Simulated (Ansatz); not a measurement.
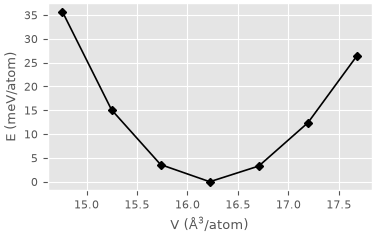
Figure: Al (bcc (W type), Im-3m) under volume change, plane-wave PAW LDA (Ansatz code), scaled uniformly.

### Question
What does a third-order Birch–Murnaghan fit give for V₀, B₀ and B′?

### Answer
V₀ = 16.22 Å³/atom, B₀ = 74.5 GPa, B′ = 4.1.

The workflow started from a Materials Project entry (that database holds measured and hypothetical structures alike); the Crystallography Open Database copy checked does not list it. It is not the phase usual at ambient conditions (space group No. 225). The LDA relaxation kept the symmetry of its start. At this level the phase is mechanically unstable.

Potentials: the earlier of the program's two PAW sets. The files were generated under PBE; for other functionals the program regenerates the frozen cores, and for LDA and PBEsol the local potential too.
